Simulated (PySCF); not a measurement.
C6H18Cl2O2Si2Sn (SMILES C[Si](C)(C)[O][Sn]([Cl])([Cl])[O][Si](C)(C)C)

```xyz
31

Sn    0.2758   -0.0128    0.1933
Cl    0.3486   -0.8177    2.3851
Cl    2.4239    0.6806   -0.4071
O    -0.9345    1.4966    0.1315
Si   -1.1065    2.7574    1.2548
C    -2.2777    2.1903    2.5990
C    -1.8008    4.2013    0.2956
C     0.5746    3.1586    1.9854
H    -2.4445    2.9845    3.3443
H    -1.8662    1.3137    3.1236
H    -3.2546    1.9080    2.1769
H    -2.7578    3.9319   -0.1769
H    -1.9777    5.0618    0.9604
H    -1.1057    4.5168   -0.4972
H     0.9649    2.3146    2.5776
H     1.3119    3.3979    1.2035
H     0.5037    4.0263    2.6610
O    -0.2566   -1.4417   -0.9986
Si    0.6841   -2.7397   -1.5569
C     1.5680   -2.1881   -3.1106
C    -0.5157   -4.1326   -1.8847
C     1.9284   -3.2081   -0.2327
H     2.1795   -3.0005   -3.5347
H     2.2353   -1.3407   -2.8875
H     0.8499   -1.8641   -3.8791
H    -1.2767   -3.8288   -2.6197
H     0.0084   -5.0173   -2.2800
H    -1.0343   -4.4248   -0.9587
H     2.6589   -2.4004   -0.0630
H     1.4360   -3.4318    0.7265
H     2.4958   -4.1022   -0.5376
```

Geometry: PBE0-D3(BJ)/def2-SVP; core potentials replace the inner electrons of Sn.

The calculation used CAM-B3LYP/def2-SVPD, SCF density, gas phase, scalar-relativistic core potentials on the heavy atoms in PySCF 2.14.0.

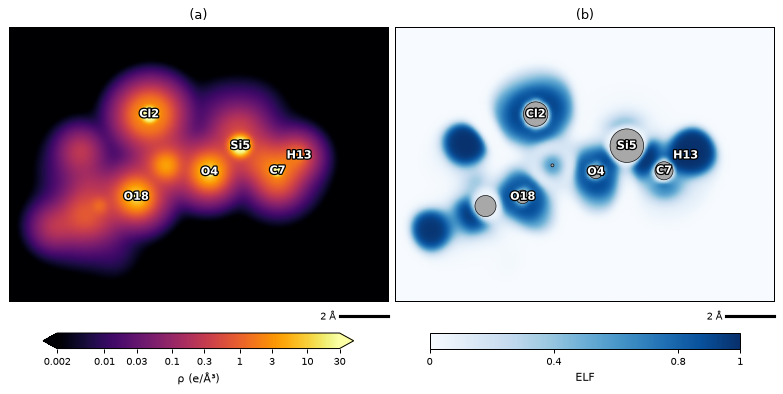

Figure 1. (a) electron density; (b) electron localisation function on the plane of atoms O4, Si5 and C7. Grey discs cover the atomic cores in the ELF map.

Q: Read the bonding off the picture.

A: The section cuts through Cl, O, Si, C and H sites. Si–O (1.70 Å): the density is about 0.98 e/Å³ at the midpoint; the ELF peaks at about 0.90 between the atoms, as expected for a polar covalent bond. C–Si (1.87 Å): ρ at the midpoint is about 0.99 e/Å³; the ELF peaks at about 0.95 between the atoms, as expected for a covalent bond. C–H (1.10 Å): ρ is about 1.9 e/Å³ halfway; the ELF climbs to about 1 towards the hydrogen, as it does in any bond to H (an ordinary covalent bond to hydrogen). The ELF also peaks beside O18, O4 and Cl2, away from the bonds: lone-pair regions.

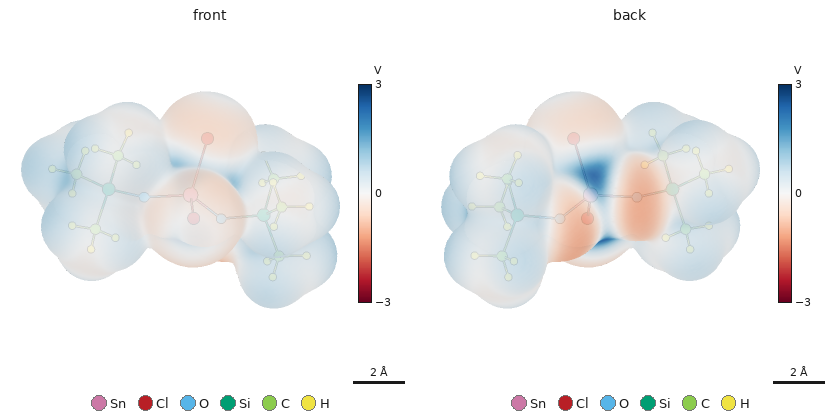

Figure 2. The electrostatic potential painted on the density surface at 0.002 e/bohr³, seen from the front and from behind; the colour scale runs from red (negative) to blue (positive).

Q: Which sites attract a positive test charge, and which a negative one?

A: A positive charge is drawn to the negative regions and a negative charge to the positive ones. The most negative region (about −1.1 V) lies over O4 and O18, the most positive (about +2.0 V) over Sn1.

Q: How polar is the molecule by this calculation?

A: Its dipole moment is 0.29 D.
